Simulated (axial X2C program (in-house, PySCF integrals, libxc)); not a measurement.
# BSH: bond lengths and stretches, held linear

Aim: the two bond lengths and stretching wavenumbers of linear BSH, with and without spin–orbit coupling, at PBE0, HF, BHandHLYP, MP2.

Program: an in-house X2C program for linear molecules on PySCF integrals. Level of theory: all-electron X2C, two-component (2c) or spin-free, B dyall-v3z, S dyall-av3z, H dyall-v3z. These are calculated values, not measurements.

All values are calculated.

1 further run of the same task is left out (set aside as unsound or not needed).

### Step 1. Set-up

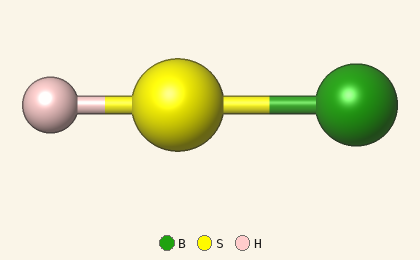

The atoms on one line, bonds 1.880 and 1.340 Å (boron green, sulfur yellow, hydrogen pink).

task.json

```json
{"zs": [5, 16, 1], "q": 0, "bas": ["dyall-v3z", "dyall-av3z", "dyall-v3z"], "r0": [1.88, 1.34], "symm": 0, "scan": ["PBE0", "HF", "BHandHLYP"], "levels": ["PBE0", "HF", "BHandHLYP"], "nst": 2}
```

Keys: zs atomic numbers; q charge; bas basis sets; r0 starting distance in Å; symm equal bonds; scan levels of the two-bond scan (MP2 follows by itself at each HF point); levels methods; nst determinants followed.

On the command line:

```sh
$ python solin.py task.json out
```

Masses B 11.009, S 31.972, H 1.008 u.

### Step 2. Scan at PBE0, 2c

State: Ω = 0 (all partner blocks equally filled). Energies above the lowest point, from the job's result record:

```
r(B–S) (Å)  r(S–H) (Å)  E (meV)
    1.7267      1.3338    36.65
    1.7267      1.3680    21.93
    1.7267      1.4022    32.57
    1.7710      1.3338    12.58
    1.7710      1.3680     0.00
    1.7710      1.4022    13.00
    1.7710      1.4364    47.02
    1.8153      1.3338    28.33
    1.8153      1.3680    17.73
    1.8153      1.4022    32.91
    1.8596      1.3680    67.11
    1.8596      1.4364   122.83
```

A quadratic surface with cubic terms in each bond gives the minimum at 1.772 and 1.367 Å, force constants 3.23, 3.53 and coupling 0.23 mdyn/Å.

### Step 3. Scan at HF, 2c

State: Ω = 0 (all partner blocks equally filled). Energies above the lowest point, from the job's result record:

```
r(B–S) (Å)  r(S–H) (Å)  E (meV)
    1.7267      1.3338    40.47
    1.7267      1.3680    56.35
    1.7267      1.4022    99.31
    1.7710      1.3338     0.47
    1.7710      1.3680    16.83
    1.7710      1.4022    60.36
    1.7710      1.4364   126.41
    1.8153      1.3338     0.00
    1.8153      1.3680    16.83
    1.8153      1.4022    60.91
    1.8596      1.3680    48.30
    1.8596      1.4364   160.26
```

A quadratic surface with cubic terms in each bond gives the minimum at 1.793 and 1.332 Å, force constants 2.89, 4.39 and coupling 0.06 mdyn/Å.

### Step 4. Scan at BHandHLYP, 2c

State: Ω = 0 (all partner blocks equally filled). Energies above the lowest point, from the job's result record:

```csv
r(B–S) (Å),r(S–H) (Å),E (meV)
1.7267,1.3338,22.13
1.7267,1.3680,23.83
1.7267,1.4022,50.99
1.7710,1.3338,0.00
1.7710,1.3680,3.12
1.7710,1.4022,31.86
1.7710,1.4364,81.68
1.8153,1.3338,16.56
1.8153,1.3680,20.99
1.8153,1.4022,51.22
1.8596,1.3680,69.50
1.8596,1.4364,154.07
```

A quadratic surface with cubic terms in each bond gives the minimum at 1.772 and 1.347 Å, force constants 3.14, 3.89 and coupling 0.16 mdyn/Å.

### Step 5. Comparison

| level | r(B–S) (Å) | r(S–H) (Å) | lower stretch (cm⁻¹) | upper stretch (cm⁻¹) |
| --- | --- | --- | --- | --- |
| PBE0, 2c | 1.772 | 1.367 | 813.7 | 2471.2 |
| HF, 2c | 1.793 | 1.332 | 771.4 | 2760.5 |
| BHandHLYP, 2c | 1.772 | 1.347 | 802.9 | 2597.7 |
| MP2, 2c | 1.775 | 1.359 | 816.9 | 2524.0 |
| PBE0, spin-free | 1.772 | 1.367 | 813.8 | 2472.1 |
| HF, spin-free | 1.793 | 1.332 | 771.6 | 2761.2 |
| BHandHLYP, spin-free | 1.772 | 1.347 | 803.0 | 2598.6 |
| MP2, spin-free | 1.775 | 1.358 | 816.9 | 2524.9 |

Scans not shown above were run alike.

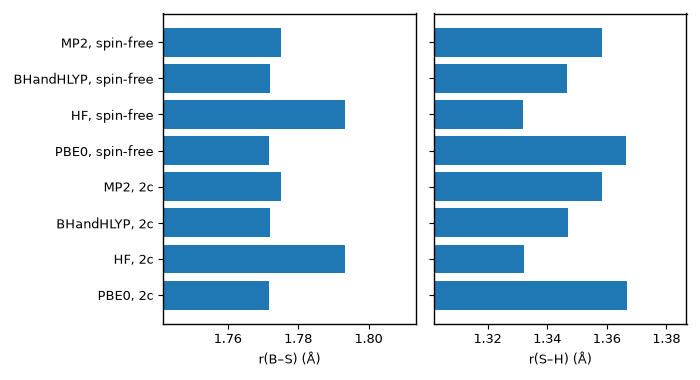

The two bond lengths by level.

In words: Over the levels the B–S bond spans 1.772 to 1.793 Å and the S–H bond 1.332 to 1.367 Å. At PBE0 spin–orbit coupling leaves both bonds unchanged to 0.001 Å. Each state is one determinant, the lowest of a limited PBE0 search; the stretches come from a fit to few points and are good to some per cent at best. MP2 freezes inner shells (threshold -2 hartree). The molecule was held linear; bending was not examined, so a bent shape may lie lower.
